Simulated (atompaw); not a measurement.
```
Element                 : Fe (Z = 26)
Generator               : atompaw 4.2.0.5
Type                    : PAW
Functional              : PBEsol
Relativity              : scalar-relativistic
Frozen core             : [Ne]
Valence charge          : 16
Reference configuration : 3s2 3p6 3d6 4s1 4p1
Partial waves           : 3s (bound): rc 1.15 bohr; 4s (bound): rc 1.45 bohr; 3p (bound): rc 1.35 bohr; 4p (bound): rc 1.35 bohr; 3d (bound): rc 1.45 bohr; 3d channel at 0.35 Ry: rc 1.45 bohr
Local potential         : troulliermartins scheme with l = 3 at 0 Ry, radius 1.30 bohr
Core correction         : smooth core density matched at 0.85 bohr
Augmentation charge     : besselshape compensation charge, radius 1.15 bohr; PAW radius 1.45 bohr; waves and projectors: custom polynom vanderbiltortho
```

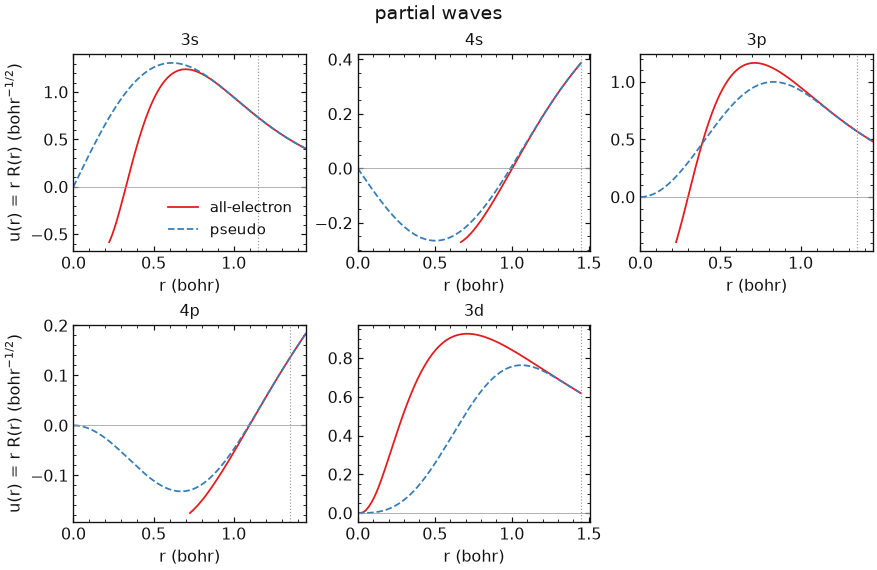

Partial waves u(r) = r R(r), all-electron (solid) and pseudo (dashed). Dotted lines mark the matching radii. The all-electron curves start outside the innermost oscillations, which aren't drawn.

Pseudo-waves: 3s has no node; 4s has a node at about 1.0 bohr; 3p has no node; 4p has a node at about 1.1 bohr; 3d has no node. A node in 4s and 4p is allowed, since a lower shell of the same l is also in the valence.

- Cutoffs needed: 70 Ry and 120 Ry (the cutoffs, on a coarse ladder, from which the occupation-weighted sum of valence levels, in a spherical-Bessel basis at the reference potential, stays within 10 and 1 mRy of its value at 400 Ry)
- Ghost test: no ghost state below the valence levels in the s, p, d, f channels (spherical-Bessel basis up to 400 Ry, 20 bohr box)
- Lowest eigenvalue of the overlap operator: 0.72 (s channel)
- Overlap eigenvalues printed by atompaw (projector basis): 0.161, 0.606, 2.28, 137, 1.84e+03, 3.16e+03
- Share of each valence orbital outside the PAW sphere: 3s 3 %, 4s 94 %, 3p 6 %, 4p 98 %, 3d 23 %
